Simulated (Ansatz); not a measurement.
## Pressure series in hypothetical CsCl type GaN

The parent structure is GaN in the CsCl type structure (space group Pm-3m, No. 221; a = 2.7425 Å; a hypothetical phase, not in the database extracts checked).

Cell and atoms are relaxed at each pressure.

All numbers come from Ansatz (a quantum-chemistry and plane-wave program), PBE, PAW, cutoff 420 eV, spin-orbit coupling left out.

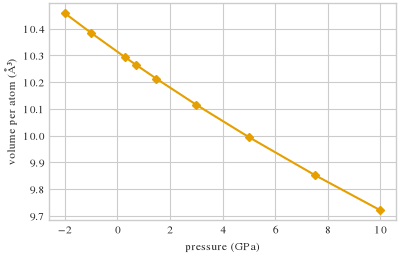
Figure: Volume against pressure

Estimate the zero-pressure bulk modulus from the plot.

About 150 GPa; a third-order Birch–Murnaghan fit to the points gives V₀ = 10.31 Å³/atom, B₀ = 148 GPa and B₀′ = 4.4.

Load acts through the strain it causes; cell and atoms are relaxed under it. No phonon test of stability was made. Competing high-pressure phases were not computed. The final runs are not spin-polarised.
